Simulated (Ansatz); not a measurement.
# V(100) with 4 thermally displaced layers, 2x2: scattering by thermal displacements

How much do lattice vibrations at 300 K scatter the electrons of V? Layers with random displacements are laid between perfect leads, and the resistance is followed against their length. The measured value for the pure metal at this temperature is 20.2 µΩ cm (CRC Handbook of Chemistry and Physics, 84th ed., 2003, Electrical Resistivity of Pure Metals).

Calculated with Ansatz 0.2.0; Ansatz plane-wave DFT, PBE, PAW files; ballistic transport by layer matching (Landauer), zero bias; PAW set soft_1.

## 1. The structure

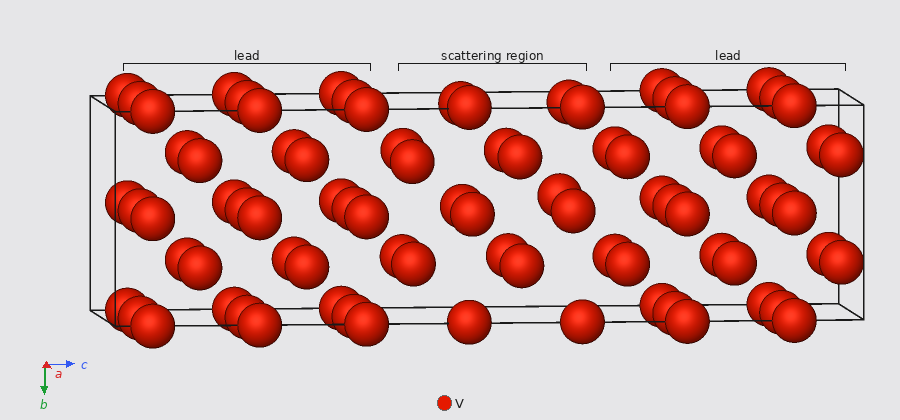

The cell as given, from the side, with the c axis across the page (vanadium red). Some periodic images of atoms are drawn too.

The cell holds 56 atoms: 56 V. Its edges and angles: a = 6.052 Å, b = 6.052 Å, c = 21.182 Å, α = 90.0°, β = 90.0°, γ = 90.0°. It derives from V. Regions: lead, 40 atoms (40 V); scattering region, 16 atoms (16 V). The structure is stacked along c, and the current runs across the ab planes.

## 2. With 4 displaced layers

Each atom of 4 layers is moved at random, by amounts drawn from a normal law 0.0787 Å wide in each direction from the Debye model (380 K) at 300 K. The layers about the cell's end stay perfect and serve as the lead. Disorder leaves little or no symmetry, which makes such runs dear. Energies from -0.05 to 0.05 eV in steps of 0.05 eV are too few for the program's thermal sum, so it prints no conductance; for a metal the transmission near the Fermi level serves, at a fraction of the cost.

Input file input.yaml:

```yaml
crystal:
  lattice:
    - [6.052, 0.0, 0.0]
    - [0.0, 6.052, 0.0]
    - [0.0, 0.0, 21.182]
  atoms:
    - { symbol: V, position: [0.0, 0.0, 0.0357142857] }
    - { symbol: V, position: [0.0, 0.5, 0.0357142857] }
    - { symbol: V, position: [0.5, 0.0, 0.0357142857] }
    - { symbol: V, position: [0.5, 0.5, 0.0357142857] }
    - { symbol: V, position: [0.25, 0.25, 0.1071428571] }
    - { symbol: V, position: [0.25, 0.75, 0.1071428571] }
    - { symbol: V, position: [0.75, 0.25, 0.1071428571] }
    - { symbol: V, position: [0.75, 0.75, 0.1071428571] }
    - { symbol: V, position: [0.0, 0.0, 0.1785714286] }
    - { symbol: V, position: [0.0, 0.5, 0.1785714286] }
    - { symbol: V, position: [0.5, 0.0, 0.1785714286] }
    - { symbol: V, position: [0.5, 0.5, 0.1785714286] }
    - { symbol: V, position: [0.25, 0.25, 0.25] }
    - { symbol: V, position: [0.25, 0.75, 0.25] }
    - { symbol: V, position: [0.75, 0.25, 0.25] }
    - { symbol: V, position: [0.75, 0.75, 0.25] }
    - { symbol: V, position: [0.0, 0.0, 0.3214285714] }
    - { symbol: V, position: [0.0, 0.5, 0.3214285714] }
    - { symbol: V, position: [0.5, 0.0, 0.3214285714] }
    - { symbol: V, position: [0.5, 0.5, 0.3214285714] }
    - { symbol: V, position: [0.2516352186, 0.2482818743, 0.3952369117] }
    - { symbol: V, position: [0.251364307, 0.7430332064, 0.3942008065] }
    - { symbol: V, position: [0.766959527, 0.2623175189, 0.3902421086] }
    - { symbol: V, position: [0.7335422171, 0.7418938346, 0.3930107075] }
    - { symbol: V, position: [0.9697611803, 0.9971544455, 0.4596559904] }
    - { symbol: V, position: [0.9904762979, 0.4929214919, 0.4631103635] }
    - { symbol: V, position: [0.5053535728, 0.013558691, 0.4638080879] }
    - { symbol: V, position: [0.5177719121, 0.4913486299, 0.4655919028] }
    - { symbol: V, position: [0.261750327, 0.2512227025, 0.532951491] }
    - { symbol: V, position: [0.2380122501, 0.7440469224, 0.5365325164] }
    - { symbol: V, position: [0.7368691363, 0.2472795102, 0.535122616] }
    - { symbol: V, position: [0.7570341142, 0.7527918076, 0.5370348275] }
    - { symbol: V, position: [0.9914964543, 0.9983142747, 0.6100560589] }
    - { symbol: V, position: [0.0194232247, 0.483624881, 0.6127684992] }
    - { symbol: V, position: [0.5175041486, 0.0101615578, 0.608125557] }
    - { symbol: V, position: [0.4959171915, 0.5189626843, 0.6144270492] }
    - { symbol: V, position: [0.25, 0.25, 0.6785714286] }
    - { symbol: V, position: [0.25, 0.75, 0.6785714286] }
    - { symbol: V, position: [0.75, 0.25, 0.6785714286] }
    - { symbol: V, position: [0.75, 0.75, 0.6785714286] }
    - { symbol: V, position: [0.0, 0.0, 0.75] }
    - { symbol: V, position: [0.0, 0.5, 0.75] }
    - { symbol: V, position: [0.5, 0.0, 0.75] }
    - { symbol: V, position: [0.5, 0.5, 0.75] }
    - { symbol: V, position: [0.25, 0.25, 0.8214285714] }
    - { symbol: V, position: [0.25, 0.75, 0.8214285714] }
    - { symbol: V, position: [0.75, 0.25, 0.8214285714] }
    - { symbol: V, position: [0.75, 0.75, 0.8214285714] }
    - { symbol: V, position: [0.0, 0.0, 0.8928571429] }
    - { symbol: V, position: [0.0, 0.5, 0.8928571429] }
    - { symbol: V, position: [0.5, 0.0, 0.8928571429] }
    - { symbol: V, position: [0.5, 0.5, 0.8928571429] }
    - { symbol: V, position: [0.25, 0.25, 0.9642857143] }
    - { symbol: V, position: [0.25, 0.75, 0.9642857143] }
    - { symbol: V, position: [0.75, 0.25, 0.9642857143] }
    - { symbol: V, position: [0.75, 0.75, 0.9642857143] }
kpoints:
  mp_grid: { grid: [4, 4, 1] }
hamiltonian:
  xc: pbe
  pseudopotentials: { kind: paw, azcp: { folder: soft_1 } }
scf:
  occupations: { method: fermi_dirac, width: 0.1 }
output:
  transmission: { leads: [[0, 4]], kmesh: [8, 8], e_range: [-0.05, 0.05], de: 0.05 }
  write_potential: true
  write_density: true
  volumetric_format: npy
  elf: true
```

Launch:

```
ansatz run input.yaml --threads 4 --pin off --max-ram 15360MiB --backend cpu --events-out ev --progress --plain --runs-dir out
```

Numbers of over 12 decimals in the logs are rounded to 6 here.

The log of the run:

```text
Engine: ansatz 0.2.0, aarch64-unknown-linux-gnu
Pseudopotentials: kind: paw
Pseudopotential: V, paw, valence charge 13, recommended cutoff 420 eV (normal), soft_1/V.paw.azcp
Functional definition: PBE
  parameter kappa = 0.804
  parameter beta = 0.066725
  exchange = pbe_x(kappa = kappa, mu = beta*pi^2/3)
  correlation = pbe_c(beta = beta)
Crystal: 56 atoms, lattice volume = 775.827 Å³
Basis set: ecut = 420 eV, 15155 PW (Γ)
Bands: 437, of which v1, the nominal top of the filled ones, is band 364 counted from 1 (363 counted from 0)
Symmetry: 1 space group operations
Space group: P1 (ITA 1), of the structure as read, at distance tolerance 9.2e-5 Å
k-points: 10 of 16 (time reversal used)
Non-local potential: V, projectors of the file, l = 0: 3, l = 1: 2, l = 2: 3, l = 3: 1
PAW form: soft (Blöchl's): semilocal exchange-correlation on the pseudo side does not see the compensation charge
PAW one-centre angular grid: V, 590 points (default); XC on 64 Gauss nodes
Initial density: superposition of atomic densities (chi_scale 0.1, normalization cell)
Initial wavefunctions: pseudopotential atomic-orbital guess
Functional: x = pbe(κ = 0.804, μ = 0.219515), c = pbe(β = 0.066725)
SCF iter   1: F=—  HF=-163110.440898 eV  |F-HF|=—  |Δ(HF+E_count)|=         —  Δρ=8.40e-2  dr2=7.12e1  ethr=3.10e-3  ⟨swp⟩=6.3  Hψ=15519  notcnv=0
preconditioner: auto → Kerker (q_TF=auto, 2.700 Å⁻¹)  [metal: Δε(μ)=0.006 eV  Ē_g=3.247 eV  σ=0.100 eV  W_gap=0.02  n_scr=262 (ndim 8)  ℏωp=22.3 eV  f_vac=0.000  D(μ)=88.81/eV (n_scr^D=1242)]
SCF iter   2: F=—  HF=-163096.553443 eV  |F-HF|=—  |Δ(HF+E_count)|=    1.39e1  Δρ=3.03e-2  dr2=9.42e0  ethr=3.10e-3  ⟨swp⟩=3.7  Hψ=9417  notcnv=0
SCF iter   3: F=—  HF=-163095.581179 eV  |F-HF|=—  |Δ(HF+E_count)|=   9.72e-1  Δρ=9.75e-3  dr2=4.99e-1  ethr=1.29e-3  ⟨swp⟩=2.7  Hψ=6441  notcnv=0
SCF iter   4: F=—  HF=-163095.675147 eV  |F-HF|=—  |Δ(HF+E_count)|=   9.40e-2  Δρ=2.10e-3  dr2=2.88e-2  ethr=6.86e-5  ⟨swp⟩=2.1  Hψ=7090  notcnv=0
SCF iter   5: F=—  HF=-163095.674254 eV  |F-HF|=—  |Δ(HF+E_count)|=   8.93e-4  Δρ=3.55e-4  dr2=1.15e-3  ethr=3.96e-6  ⟨swp⟩=2.0  Hψ=5381  notcnv=0
SCF iter   6: F=—  HF=-163095.674364 eV  |F-HF|=—  |Δ(HF+E_count)|=   1.10e-4  Δρ=1.41e-4  dr2=2.44e-4  ethr=1.58e-7  ⟨swp⟩=2.0  Hψ=8087  notcnv=0
SCF iter   7: F=—  HF=-163095.674360 eV  |F-HF|=—  |Δ(HF+E_count)|=   4.16e-6  Δρ=5.28e-5  dr2=2.52e-5  ethr=3.35e-8  ⟨swp⟩=2.0  Hψ=5418  notcnv=0
SCF iter   8: F=—  HF=-163095.674515 eV  |F-HF|=—  |Δ(HF+E_count)|=   1.56e-4  Δρ=1.81e-5  dr2=4.38e-6  ethr=3.46e-9  ⟨swp⟩=2.0  Hψ=5810  notcnv=0
SCF iter   9: F=—  HF=-163095.674515 eV  |F-HF|=—  |Δ(HF+E_count)|=   2.06e-7  Δρ=4.59e-6  dr2=2.48e-7  ethr=6.02e-10  ⟨swp⟩=2.0  Hψ=5178  notcnv=0
SCF iter  10: F=-163095.674515 eV  HF=-163095.674515 eV  |F-HF|=3.68e-8  |Δ(HF+E_count)|=   1.63e-8  Δρ=1.87e-6  dr2=3.98e-8  ethr=1.37e-11  ⟨swp⟩=9.9  Hψ=10877  notcnv=0
SCF 1 converged in 10 iterations: F = -163095.674515 eV  dr2 = 3.98e-8
  greatest PAW one-centre occupation: 1.000 electrons in one spin orbital (limit 2), on the V atom at site 43 (counted from 0), in its partial waves of l = 0
transmission: 96 of 918 steps passed
transmission: 186 of 918 steps passed
[...]
transmission: 918 of 918 steps passed
SCF converged after 10 iterations
Free energy (F): -163095.674515 eV
Harris-Foulkes:  -163095.674515 eV  (|F-HF|=3.68e-8)
Internal energy: -163092.407240 eV  (E = F + TS)
E sigma→0 (E₀):  -163094.040878 eV
Entropy (-TS):   -3.267275 eV (-58.344 meV/atom)
Fermi energy:    16.057362 eV
--- Per-component energies (eV) ---
  E_band       = -8458.802822
  E_kinetic    = 16525.419563
  E_local      = -56193.878098  (includes V_loc(G=0)·N_el)
  E_nonlocal   = 4553.280887
  E_hartree    = 23326.034686
  E_xc         = -6436.842997
  E_vxc        = -8142.676214  (∫ρ·V_xc dr)
  E_paw        = -63007.620193  (= ΣΔE_a)
  E_vpaw       = -11853.046773  (= ΣTr[D̂ρ^β])
  E_aug_tail   = 0.055656  (compensation charges beyond the density's cutoff)
  E_ewald      = -81858.856745
  E_smearing   = -3.267275  (= −TS)
  E_closure    = 0.000000  (closes the sum)
  Σ components = -163095.674515   (vs F -163095.674515, Δ=0.00e0)
--- Band table (eV; the first three rows and the last of 10) ---
  k-point 0: bands = [... 360 lower, 16.4331, 16.4393, 16.4405, 16.4471, 16.4586, 16.4644, 16.5500, 16.5834, ... 69 higher]
  k-point 1: bands = [... 360 lower, 16.2769, 16.2911, 16.3020, 16.3155, 16.3234, 16.3329, 16.3510, 16.3603, ... 69 higher]
  k-point 2: bands = [... 360 lower, 15.9531, 15.9557, 15.9632, 15.9677, 15.9713, 15.9825, 15.9856, 15.9921, ... 69 higher]
  k-point 9: bands = [... 360 lower, 15.5789, 15.5869, 15.5976, 15.6018, 15.6305, 15.6377, 15.6403, 15.6514, ... 69 higher]
--- Transmission ---
  basis      : 325 plane waves across, 27 finite elements along
  points     : 34, standing for a mesh of 8 x 8
  energies   : 3 from -0.050000 to 0.050000 eV about the Fermi level, 0.050000 eV apart; the leads are filled to 0.000000 eV, and channels, transmission and decay are at 0.000000 eV
  crystal 0  : V4, at the sites [0, 4], period 1.5130 Å, over 15.13 Å; its Hamiltonian steps by up to 2.3 meV
    offset         : up to 0.0000 Å between an atom of the period and one for which it stands
    channels       : 1.004688e1 a spin
    conductance    : none, the energies end too early or step too widely for 300 K: set another output.transmission.e_range or a lower de, or, where they end at an eighth of basis.ecutwfc, a higher one
  junction   : crystal 0 to crystal 0, 0.70 to 20.37 Å
    transmission   : 7.188401e0 a spin
    conductance    : none, the energies end too early or step too widely for 300 K: set another output.transmission.e_range or a lower de, or, where they end at an eighth of basis.ecutwfc, a higher one
```

The job ended after 11 min (4 threads of Arm Neoverse V2, shared host; peak memory 6.7 GiB; 38 min of CPU time).

Reading the cycles: dr2 is the Hartree energy of the density residual (eV), the measure of convergence; HF is the Harris–Foulkes estimate of the energy, which meets the free energy F at convergence.

This run has no spin polarisation, although V can carry a moment.

This step gave:

| Property | Result |
| --- | --- |
| free energy | -163095.6745 eV |
| energy at zero smearing | -163094.0409 eV |
| Fermi energy | 16.06 eV |
| cell area | 36.63 Å² |
| transmission per spin nearest the Fermi level | 7.188 |
| open channels per spin nearest the Fermi level | 10.05 |
| step of the lead's potential | 2.3 meV |

Per spin. Table of transmission, zone mean by energy, zero at the Fermi level:

| energy (eV) | transmission, zone mean |
| --- | --- |
| -0.0500 | 7.28 |
| 0.0000 | 7.19 |
| 0.0500 | 6.83 |

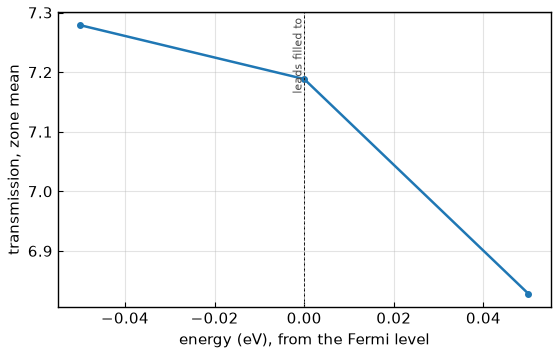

Transmission, zone mean against energy.

Per spin. The open channels, zone mean, lead by energy, zero at the Fermi level:

| energy (eV) | open channels, zone mean, lead |
| --- | --- |
| -0.0500 | 10.4 |
| 0.0000 | 10.0 |
| 0.0500 | 9.42 |

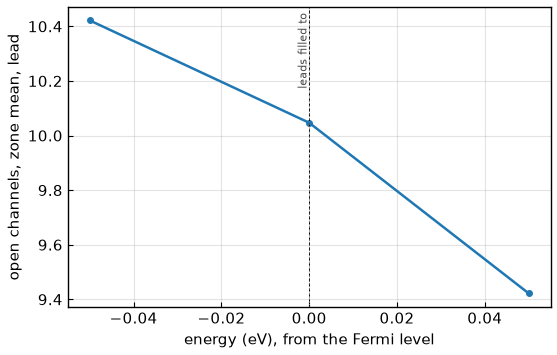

Open channels, zone mean, lead, plotted against energy.

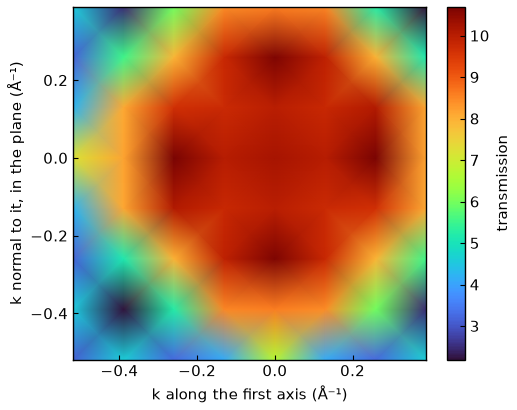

Transmission over k1 and k2. At 0.0000 eV from the Fermi level.

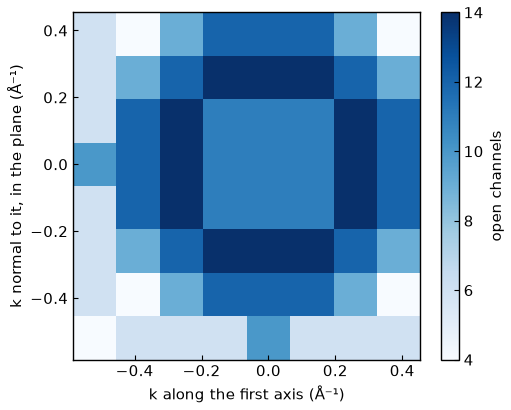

Open channels over k1 and k2. At 0.0000 eV from the Fermi level.

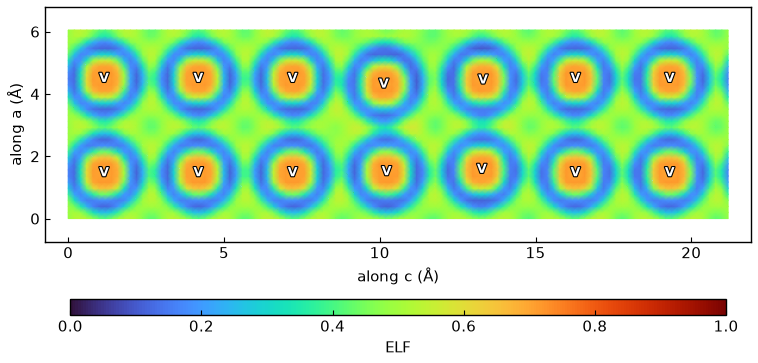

ELF in the ca plane at fractional y = 0.000, with atoms of V within 0.2 Å of it. It is the smooth field of the valence electrons, not physical close to the nuclei. The map starts off the cell's origin, so that atoms lie inside it.

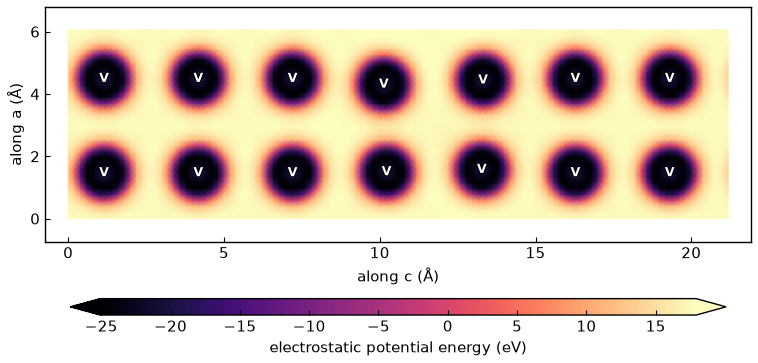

Electrostatic potential energy in the ca plane at fractional y = 0.000, with atoms of V within 0.2 Å of it. With pseudopotentials it is smooth inside the atoms' cores, unlike the true potential. The map starts off the cell's origin, so that atoms lie inside it.

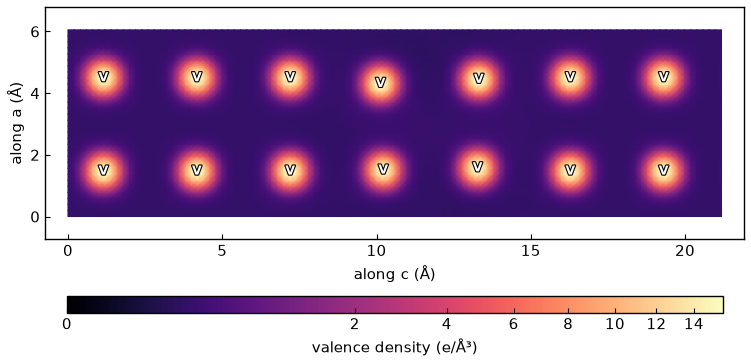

Valence density in the ca plane at fractional y = 0.000, with atoms of V within 0.2 Å of it. It is the smooth field of the valence electrons, not physical close to the nuclei. The map starts off the cell's origin, so that atoms lie inside it. The colour scale is stretched toward low values.

Over the solved energies the transmission per spin lies between 6.83 and 7.28, out of 9.96 channels of the lead on average (up to 10.4).

[end of part 1 of 3]

[Logs are printed without paths, hosts, clocks, repeated set-up lines and the standing remarks that a program may print on its own settings, such as how far it seeks lower states.]

[Hosts, paths, dates, database ids (printed as entryN), source tags and the programs' standing remarks are cut or masked in the printed files.]
